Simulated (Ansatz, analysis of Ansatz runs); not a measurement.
**LaInO3 (Pnma), nudged elastic band: O_i by the interstitialcy path (q = −2)**

How high is the barrier when O changes place in LaInO3 (Pnma)? The case: O_i by the interstitialcy path, charge −2, in a cell of 40 host atoms with 1 O put in.

Method: plane-wave PAW DFT, PBEsol; nudged elastic band between two relaxed defect structures at fixed charge in a uniform background, in Ansatz 0.2.0.

## 1. Starting point

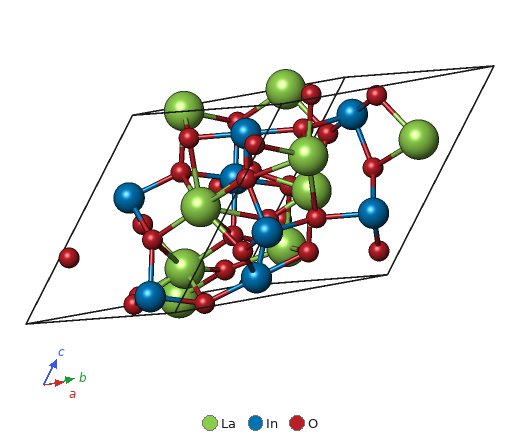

Start, viewed slightly off an axis; lanthanum green, indium blue, oxygen red. Bonds to atoms that aren't drawn are left out. Some periodic images of atoms are drawn too.

The cell holds 41 atoms: 8 La, 8 In and 25 O. Cell: a = 10.000 Å, b = 8.235 Å, c = 10.140 Å, α = 65.0°, β = 48.3°, γ = 66.8°. It derives from LaInO3 (space group Pnma). Nearest the centre at fractional (0.275, 0.966, 0.415): O19 at 0.96 Å, O41 at 0.98 Å, La3 at 1.95 Å, In13 at 2.20 Å, O39 at 2.35 Å, La7 at 2.47 Å, O24 at 2.72 Å, O29 at 2.82 Å. The cell carries charge −2.

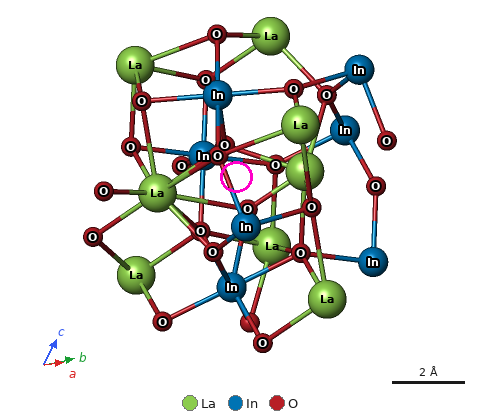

The atoms within 5 Å of the centre. A ring marks the centre wherever it is empty.

The cell's shortest repeat is 8.2 Å.

## 2. Relaxation of the start point, charge −2

A barrier is counted from a minimum, so both ends are relaxed first. Small random displacements break the symmetry of the ideal sites, so that the defect can distort if it gains by it. The charge of −2 is set by the electron count, and a uniform background keeps the cell neutral. A width of 0.01 eV lets levels that lie close at the Fermi energy share an electron.

A first try with fixed occupations did not converge, so this run has a small smearing.

Contents of qm2.start_smeared/input.yaml:

```yaml
crystal:
  lattice:
    - [0.0, 8.21613204, 5.70050548]
    - [5.94293833, 0.0, 5.70050548]
    - [5.94293833, 8.21613204, 0.0]
  atoms:
    - { symbol: La, position: [0.16207004, 0.85537686, 0.08792996] }
    - { symbol: La, position: [0.66207004, 0.35537686, 0.58792996] }
    - { symbol: La, position: [0.35537686, 0.16207004, 0.39462314] }
    - { symbol: La, position: [0.85537686, 0.66207004, 0.89462314] }
    - { symbol: La, position: [0.14462314, 0.33792996, 0.10537686] }
    - { symbol: La, position: [0.64462314, 0.83792996, 0.60537686] }
    - { symbol: La, position: [0.33792996, 0.64462314, 0.41207004] }
    - { symbol: La, position: [0.83792996, 0.14462314, 0.91207004] }
    - { symbol: In, position: [0.25, 0.25, 0.75] }
    - { symbol: In, position: [0.75, 0.75, 0.25] }
    - { symbol: In, position: [0.25, 0.75, 0.75] }
    - { symbol: In, position: [0.75, 0.25, 0.25] }
    - { symbol: In, position: [0.0, 0.0, 0.5] }
    - { symbol: In, position: [0.5, 0.5, 0.0] }
    - { symbol: In, position: [0.0, 0.5, 0.5] }
    - { symbol: In, position: [0.5, 0.0, 0.0] }
    - { symbol: O, position: [0.40977346, 0.20777816, 0.84022654] }
    - { symbol: O, position: [0.90977346, 0.70777816, 0.34022654] }
    - { symbol: O, position: [0.20777816, 0.90977346, 0.54222184] }
    - { symbol: O, position: [0.70777816, 0.40977346, 0.04222184] }
    - { symbol: O, position: [0.29222184, 0.59022654, 0.95777816] }
    - { symbol: O, position: [0.79222184, 0.09022654, 0.45777816] }
    - { symbol: O, position: [0.09022654, 0.29222184, 0.65977346] }
    - { symbol: O, position: [0.59022654, 0.79222184, 0.15977346] }
    - { symbol: O, position: [0.02976201, 0.16527137, 0.03243594] }
    - { symbol: O, position: [0.52976201, 0.66527137, 0.53243594] }
    - { symbol: O, position: [0.16527137, 0.52976201, 0.77253069] }
    - { symbol: O, position: [0.66527137, 0.02976201, 0.27253069] }
    - { symbol: O, position: [0.02253069, 0.28243594, 0.41527137] }
    - { symbol: O, position: [0.52253069, 0.78243594, 0.91527137] }
    - { symbol: O, position: [0.28243594, 0.52253069, 0.27976201] }
    - { symbol: O, position: [0.78243594, 0.02253069, 0.77976201] }
    - { symbol: O, position: [0.47023799, 0.33472863, 0.46756406] }
    - { symbol: O, position: [0.97023799, 0.83472863, 0.96756406] }
    - { symbol: O, position: [0.33472863, 0.97023799, 0.72746931] }
    - { symbol: O, position: [0.83472863, 0.47023799, 0.22746931] }
    - { symbol: O, position: [0.47746931, 0.21756406, 0.08472863] }
    - { symbol: O, position: [0.97746931, 0.71756406, 0.58472863] }
    - { symbol: O, position: [0.21756406, 0.97746931, 0.22023799] }
    - { symbol: O, position: [0.71756406, 0.47746931, 0.72023799] }
    - { symbol: O, position: [0.345528, 0.022582, 0.284315] }
total_charge: -2
basis:
  ecutwfc: 420
  xc_grid: 2
hamiltonian:
  xc: pbesol
kpoints:
  mp_grid: { grid: [1, 1, 1] }
scf:
  occupations: { method: fermi_dirac, width: 0.01 }
  max_iter: 80
output:
  forces: true
relax:
  f_tol: 0.015
  max_steps: 70
  random_displacement: { amplitude: 0.03, seed: 1723 }
```

Launch:

```
> ansatz run input.yaml --threads 4 --pin off --max-ram 7536MiB --backend cpu --events-out ev --progress --plain --runs-dir out
```

Numbers of over 12 decimals in the logs are rounded to 6 here.

Output:

```text
[... repeated set-up lines and file paths are left out, and long positions are rounded to six places ...]
The last accepted step is kept in <dir> (removed where the run ends without a failure and the disk answers)
Engine: ansatz 0.2.0, aarch64-unknown-linux-gnu
Pseudopotentials: kind: paw
Pseudopotential: La, paw, valence charge 11, recommended cutoff 420 eV (normal), La.paw.azcp
Pseudopotential: In, paw, valence charge 13, recommended cutoff 420 eV (normal), In.paw.azcp
Pseudopotential: O, paw, valence charge 6, recommended cutoff 420 eV (normal), O.paw.azcp
Functional definition: PBEsol
  exchange = pbesol_x
  correlation = pbesol_c
Crystal: 41 atoms, lattice volume = 556.688 Å³
Basis set: ecut = 420 eV, 10867 PW (Γ), exchange–correlation on 144×120×144 points (8 copies of the dense FFT grid, shifted against one another)
Bands: 213, of which v1, the nominal top of the filled ones, is band 172 counted from 1 (171 counted from 0)
Symmetry: 1 space group operations
k-points: 1
Non-local potential: La, projectors of the file, l = 0: 3, l = 1: 2, l = 2: 2, l = 3: 3
Non-local potential: In, projectors of the file, l = 0: 2, l = 1: 2, l = 2: 2, l = 3: 2
Non-local potential: O, projectors of the file, l = 0: 2, l = 1: 2, l = 2: 1
PAW form: soft (Blöchl's): semilocal exchange-correlation on the pseudo side does not see the compensation charge
PAW frozen core: La, regenerated for the run's functional, and the local potential with it (the file was generated under x = pbe(κ = 0.804, μ = 0.219515), c = pbe(β = 0.066725))
PAW frozen core: In, regenerated for the run's functional, and the local potential with it (the file was generated under x = pbe(κ = 0.804, μ = 0.219515), c = pbe(β = 0.066725))
PAW frozen core: O, regenerated for the run's functional, and the local potential with it (the file was generated under x = pbe(κ = 0.804, μ = 0.219515), c = pbe(β = 0.066725))
PAW one-centre angular grid: La, 590 points (default); XC on 64 Gauss nodes
PAW one-centre angular grid: In, 590 points (default); XC on 64 Gauss nodes
PAW one-centre angular grid: O, 110 points (default); XC on 64 Gauss nodes
Initial density: superposition of atomic densities (neutral atoms scaled as one to the charged cell's electrons: chi_scale 0, normalization atom), corrected by the library's trained network
Initial wavefunctions: pseudopotential atomic-orbital guess
Functional: x = pbesol(κ = 0.804, μ = 0.123457), c = pbesol(β = 0.046)
SCF iter   1: F=—  HF=-107524.799864 eV  |F-HF|=—  |Δ(HF+E_count)|=         —  Δρ=3.88e-2  dr2=8.99e0  ethr=1.77e-3  ⟨swp⟩=5.0  Hψ=855  notcnv=0
preconditioner: auto → Resta (q_TF=auto, 2.518 Å⁻¹)  ε∞=5.9  [insulator: Δε(μ)=0.514 eV  Ē_g=12.876 eV  σ=0.010 eV  W_gap=1.00  n_scr=138 (ndim 8)  ℏωp=28.5 eV  f_vac=0.000  D(μ)=0.00/eV (n_scr^D=0)  ε∞_Penn≈5.9]
SCF iter   2: F=—  HF=-107524.845831 eV  |F-HF|=—  |Δ(HF+E_count)|=   4.60e-2  Δρ=4.29e-2  dr2=1.20e1  ethr=1.77e-3  ⟨swp⟩=5.0  Hψ=450  notcnv=0  defer=23
SCF iter   3: F=—  HF=-107523.293473 eV  |F-HF|=—  |Δ(HF+E_count)|=    1.55e0  Δρ=1.97e-2  dr2=3.18e0  ethr=1.77e-3  ⟨swp⟩=3.0  Hψ=413  notcnv=0  defer=25
SCF iter   4: F=—  HF=-107523.314442 eV  |F-HF|=—  |Δ(HF+E_count)|=   2.10e-2  Δρ=2.56e-2  dr2=4.42e0  ethr=9.23e-4  ⟨swp⟩=2.0  Hψ=266  notcnv=0  defer=23
SCF iter   5: F=—  HF=-107523.200357 eV  |F-HF|=—  |Δ(HF+E_count)|=   1.14e-1  Δρ=1.87e-2  dr2=2.71e0  ethr=9.23e-4  ⟨swp⟩=2.0  Hψ=193  notcnv=0  defer=23
SCF iter   6: F=—  HF=-107523.164096 eV  |F-HF|=—  |Δ(HF+E_count)|=   3.63e-2  Δρ=1.64e-2  dr2=2.07e0  ethr=7.87e-4  ⟨swp⟩=1.0  Hψ=245  notcnv=0  defer=23
SCF iter   7: F=—  HF=-107523.142316 eV  |F-HF|=—  |Δ(HF+E_count)|=   2.18e-2  Δρ=1.24e-2  dr2=1.12e0  ethr=6.00e-4  ⟨swp⟩=1.0  Hψ=190  notcnv=0  defer=23
SCF iter   8: F=—  HF=-107523.133968 eV  |F-HF|=—  |Δ(HF+E_count)|=   8.35e-3  Δρ=1.94e-3  dr2=2.58e-2  ethr=3.26e-4  ⟨swp⟩=1.0  Hψ=190  notcnv=0  defer=23
SCF iter   9: F=—  HF=-107523.133784 eV  |F-HF|=—  |Δ(HF+E_count)|=   1.84e-4  Δρ=1.41e-3  dr2=1.42e-2  ethr=7.51e-6  ⟨swp⟩=6.0  Hψ=387  notcnv=0  defer=23
SCF iter  10: F=—  HF=-107523.133722 eV  |F-HF|=—  |Δ(HF+E_count)|=   6.19e-5  Δρ=8.66e-4  dr2=5.48e-3  ethr=4.12e-6  ⟨swp⟩=1.0  Hψ=190  notcnv=0  defer=23
SCF iter  11: F=—  HF=-107523.133129 eV  |F-HF|=—  |Δ(HF+E_count)|=   5.94e-4  Δρ=2.31e-4  dr2=3.98e-4  ethr=1.59e-6  ⟨swp⟩=1.0  Hψ=213  notcnv=0  defer=23
SCF iter  12: F=—  HF=-107523.133128 eV  |F-HF|=—  |Δ(HF+E_count)|=   5.72e-7  Δρ=1.77e-4  dr2=2.29e-4  ethr=1.16e-7  ⟨swp⟩=1.0  Hψ=190  notcnv=0  defer=23
SCF iter  13: F=—  HF=-107523.133127 eV  |F-HF|=—  |Δ(HF+E_count)|=   1.43e-6  Δρ=3.22e-5  dr2=7.53e-6  ethr=6.66e-8  ⟨swp⟩=1.0  Hψ=190  notcnv=0  defer=23
SCF iter  14: F=—  HF=-107523.133127 eV  |F-HF|=—  |Δ(HF+E_count)|=   2.14e-8  Δρ=3.16e-5  dr2=7.37e-6  ethr=1.64e-9  ⟨swp⟩=4.0  Hψ=555  notcnv=0
SCF iter  15: F=-107523.133126 eV  HF=-107523.133127 eV  |F-HF|=5.60e-7  |Δ(HF+E_count)|=   4.10e-8  Δρ=9.03e-6  dr2=6.03e-7  ethr=1.64e-9  ⟨swp⟩=2.0  Hψ=410  notcnv=0
SCF 1 converged in 15 iterations: F = -107523.133126 eV  dr2 = 6.03e-7
  greatest PAW one-centre occupation: 0.991 electrons in one spin orbital (limit 2), on the In atom at site 9 (counted from 0), in its partial waves of l = 2
relax step   1: F+E_penalty+E_count = -107523.13312606 eV  Δ(F+E_penalty+E_count) = +0.000e0 eV  max|allowed force component| = 4.831e0 eV/Å  Δτ_max = 0.0000 Å  (15 SCF iters, dr2 threshold 5.63e-6 eV, accepted)
[... the SCF cycles and remarks between the steps are left out from here to the last step ...]
relax step   2: F+E_penalty+E_count = -107525.52734509 eV  Δ(F+E_penalty+E_count) = -2.394e0 eV  max|allowed force component| = 3.279e0 eV/Å  Δτ_max = 0.1949 Å  (14 SCF iters, dr2 threshold 1.00e-4 eV, accepted)
relax step   3: F+E_penalty+E_count = -107527.42654430 eV  Δ(F+E_penalty+E_count) = -1.899e0 eV  max|allowed force component| = 1.369e0 eV/Å  Δτ_max = 0.1925 Å  (7 SCF iters, dr2 threshold 1.00e-4 eV, accepted)
relax step   4: F+E_penalty+E_count = -107528.24591983 eV  Δ(F+E_penalty+E_count) = -8.194e-1 eV  max|allowed force component| = 1.061e0 eV/Å  Δτ_max = 0.2000 Å  (7 SCF iters, dr2 threshold 1.00e-4 eV, accepted)
relax step   5: F+E_penalty+E_count = -107528.61495196 eV  Δ(F+E_penalty+E_count) = -3.690e-1 eV  max|allowed force component| = 3.635e-1 eV/Å  Δτ_max = 0.2000 Å  (6 SCF iters, dr2 threshold 1.00e-4 eV, accepted)
relax step   6: F+E_penalty+E_count = -107528.71858509 eV  Δ(F+E_penalty+E_count) = -1.036e-1 eV  max|allowed force component| = 1.662e-1 eV/Å  Δτ_max = 0.2000 Å  (7 SCF iters, dr2 threshold 1.55e-5 eV, accepted)
relax step   7: F+E_penalty+E_count = -107528.79168403 eV  Δ(F+E_penalty+E_count) = -7.310e-2 eV  max|allowed force component| = 1.459e-1 eV/Å  Δτ_max = 0.2000 Å  (7 SCF iters, dr2 threshold 3.24e-6 eV, accepted)
relax step   8: F+E_penalty+E_count = -107528.88643990 eV  Δ(F+E_penalty+E_count) = -9.476e-2 eV  max|allowed force component| = 1.713e-1 eV/Å  Δτ_max = 0.2000 Å  (7 SCF iters, dr2 threshold 4.45e-6 eV, accepted)
relax step   9: F+E_penalty+E_count = -107528.86504860 eV  Δ(F+E_penalty+E_count) = +2.139e-2 eV  max|allowed force component| = 4.214e-1 eV/Å  Δτ_max = 0.1633 Å  (7 SCF iters, dr2 threshold 2.26e-5 eV, rejected (line search))
relax step  10: F+E_penalty+E_count = -107528.91458874 eV  Δ(F+E_penalty+E_count) = -2.815e-2 eV  max|allowed force component| = 7.091e-2 eV/Å  Δτ_max = 0.0816 Å  (9 SCF iters, accepted)
relax step  11: F+E_penalty+E_count = -107528.92374488 eV  Δ(F+E_penalty+E_count) = -9.156e-3 eV  max|allowed force component| = 1.812e-2 eV/Å  Δτ_max = 0.0824 Å  (7 SCF iters, dr2 threshold 8.61e-7 eV, accepted)
relax step  12: F+E_penalty+E_count = -107528.92455668 eV  Δ(F+E_penalty+E_count) = -8.118e-4 eV  max|allowed force component| = 1.589e-2 eV/Å  Δτ_max = 0.0182 Å  (7 SCF iters, accepted)
SCF iter   1: F=—  HF=-107528.925376 eV  |F-HF|=—  |Δ(HF+E_count)|=         —  Δρ=3.66e-4  dr2=3.81e-4  ethr=1.27e-6  ⟨swp⟩=3.0  Hψ=425  notcnv=0  defer=34
SCF iter   2: F=—  HF=-107528.925321 eV  |F-HF|=—  |Δ(HF+E_count)|=   5.49e-5  Δρ=1.76e-4  dr2=9.67e-5  ethr=1.11e-7  ⟨swp⟩=2.0  Hψ=282  notcnv=0  defer=34
SCF iter   3: F=—  HF=-107528.924743 eV  |F-HF|=—  |Δ(HF+E_count)|=   5.77e-4  Δρ=7.62e-5  dr2=3.19e-5  ethr=2.81e-8  ⟨swp⟩=2.0  Hψ=343  notcnv=0  defer=34
SCF iter   4: F=—  HF=-107528.924738 eV  |F-HF|=—  |Δ(HF+E_count)|=   5.55e-6  Δρ=1.77e-5  dr2=2.11e-6  ethr=9.27e-9  ⟨swp⟩=2.0  Hψ=320  notcnv=0  defer=34
SCF iter   5: F=—  HF=-107528.924738 eV  |F-HF|=—  |Δ(HF+E_count)|=   2.27e-7  Δρ=6.66e-6  dr2=2.20e-7  ethr=6.14e-10  ⟨swp⟩=3.0  Hψ=323  notcnv=0  defer=34
SCF iter   6: F=-107528.924738 eV  HF=-107528.924738 eV  |F-HF|=3.41e-8  |Δ(HF+E_count)|=   8.61e-9  Δρ=3.57e-6  dr2=5.95e-8  ethr=2.91e-11  ⟨swp⟩=4.0  Hψ=726  notcnv=0
SCF 13 converged in 6 iterations: F = -107528.924738 eV  dr2 = 5.95e-8
relax step  13: F+E_penalty+E_count = -107528.92473768 eV  Δ(F+E_penalty+E_count) = -1.810e-4 eV  max|allowed force component| = 3.791e-3 eV/Å  Δτ_max = 0.0071 Å  (6 SCF iters, accepted)
SCF converged after 6 iterations
Free energy (F): -107528.924738 eV
Harris-Foulkes:  -107528.924738 eV  (|F-HF|=3.41e-8)
Internal energy: -107528.924738 eV  (E = F + TS)
E sigma→0 (E₀):  -107528.924738 eV
Fermi energy:    11.887875 eV
--- Per-component energies (eV) ---
  E_band       = 311.850819
  E_kinetic    = 7926.325108
  E_local      = -17897.723109  (includes V_loc(G=0)·N_el)
  E_nonlocal   = 4982.342924
  E_hartree    = 6783.834765
  E_xc         = -4660.657698
  E_vxc        = -4350.003101  (∫ρ·V_xc dr)
  E_paw        = -79167.594668  (= ΣΔE_a)
  E_vpaw       = -3916.821814  (= ΣTr[D̂ρ^β])
  E_aug_tail   = 0.060724  (compensation charges beyond the density's cutoff)
  E_ewald      = -25499.638277
  E_core_change = 4.125493  (= ΣΔE_core)
  E_smearing   = -0.000000  (= −TS)
  E_closure    = 0.000000  (closes the sum)
  E_deformation_potential = -40.735997  (in the stress; not in F)
  Σ components = -107528.924738   (vs F -107528.924738, Δ=0.00e0)
--- Forces (eV/Å), atoms counted from 1 ---
  atom   1  La     0.00072410     0.00139432    -0.00042983
  atom   2  La     0.00003783    -0.00017967    -0.00271553
  atom   3  La     0.00091393    -0.00372050     0.00021602
  [... 3 atoms left out ...]
  atom   7  La    -0.00143148    -0.00379191    -0.00216985
  [... 3 atoms left out ...]
  atom  11  In     0.00074749     0.00066014    -0.00125142
  [... 1 atom left out ...]
  atom  13  In     0.00020183     0.00052311     0.00186477
  [... 5 atoms left out ...]
  atom  19  O      0.00062812     0.00192404    -0.00067536
  [... 4 atoms left out ...]
  atom  24  O     -0.00133170    -0.00104505     0.00252538
  [... 4 atoms left out ...]
  atom  29  O      0.00101785    -0.00070720     0.00049530
  [... 7 atoms left out ...]
  atom  37  O     -0.00066432    -0.00047317    -0.00040723
  [... 1 atom left out ...]
  atom  39  O      0.00011050    -0.00077901    -0.00064066
  [... 1 atom left out ...]
  atom  41  O     -0.00080316     0.00219558     0.00010540
  max |Σ_I F_I| component: 4.65e-5 eV/Å
--- Relaxed structure (13 steps of the walk, 12 accepted, 0 SCFs on fresh bases) ---
  F+E_penalty+E_count = -107528.92473768 eV   max|allowed force component| = 3.791e-3 eV/Å
  atoms:
    - { symbol: La, position: [0.155428, 0.857459, 0.081518] }
    - { symbol: La, position: [0.667297, 0.341274, 0.592400] }
    - { symbol: La, position: [0.347113, 0.155182, 0.398708] }
    [... 3 atoms left out ...]
    - { symbol: La, position: [0.350351, 0.628643, 0.407293] }
    [... 3 atoms left out ...]
    - { symbol: In, position: [0.247590, 0.754990, 0.750064] }
    [... 1 atom left out ...]
    - { symbol: In, position: [0.024415, 0.002278, 0.485374] }
    [... 5 atoms left out ...]
    - { symbol: O, position: [0.096673, 0.965095, 0.661092] }
    [... 4 atoms left out ...]
    - { symbol: O, position: [0.624533, 0.755194, 0.135983] }
    [... 4 atoms left out ...]
    - { symbol: O, position: [0.028915, 0.287864, 0.409467] }
    [... 7 atoms left out ...]
    - { symbol: O, position: [0.485132, 0.224787, 0.074775] }
    [... 1 atom left out ...]
    - { symbol: O, position: [0.189364, 1.021278, 0.188018] }
    [... 1 atom left out ...]
    - { symbol: O, position: [0.328180, -0.070037, 0.345911] }
```

Run time: 36 s. Hardware: 4 threads of Arm Neoverse V2, shared host; peak memory 0.81 GiB; 2.2 min of CPU time.

The steps of the relaxation:

```tsv
step	energy less that of the first step (eV)	largest force component (eV/Å)
1	0.0000	4.8315
2	-2.3942	3.2785
3	-4.2934	1.3686
4	-5.1128	1.0615
5	-5.4818	0.3635
6	-5.5855	0.1662
7	-5.6586	0.1459
8	-5.7533	0.1713
9	-5.7319	0.4214
10	-5.7815	0.0709
11	-5.7906	0.0181
12	-5.7914	0.0159
13	-5.7916	0.0038
```

Relaxation step 9 was tried and not accepted.

The atoms that moved most (Å, from the sites as typed, ahead of the random displacement, the mean shift of all atoms taken out):

```tsv
atom	dx	dy	dz	length
O19	1.033	0.064	-0.312	1.081
O41	-0.187	0.364	-0.621	0.744
O39	0.067	-0.496	0.095	0.509
O24	-0.364	0.087	-0.010	0.374
O34	0.081	0.264	-0.041	0.279
O32	0.074	-0.202	-0.070	0.227
In16	0.134	0.111	-0.129	0.217
O25	-0.085	-0.192	-0.013	0.210
```

Neighbours of O41 at the end:

```tsv
atom	distance (Å)
La3	2.239
La7	2.244
In13	2.269
In16	2.355
O19	2.462
O39	2.484
O24	2.492
O37	2.745
```

Read from the output:

```
free energy                                                                                       : -107528.9247 eV
largest move from the ideal geometry of this structure, a common shift of the far atoms taken out : 1.101 Å
```

The relaxation gained 5.792 eV and ended with a largest force component of 0.0038 eV/Å.

(Part 1 of 3 ends here.)

[Logs are printed without paths, hosts, clocks, repeated set-up lines and the standing remarks that a program may print on its own settings, such as how far it seeks lower states.]

[Hosts, paths, dates, database ids (printed as entryN), source tags and the programs' standing remarks are cut or masked in the printed files.]
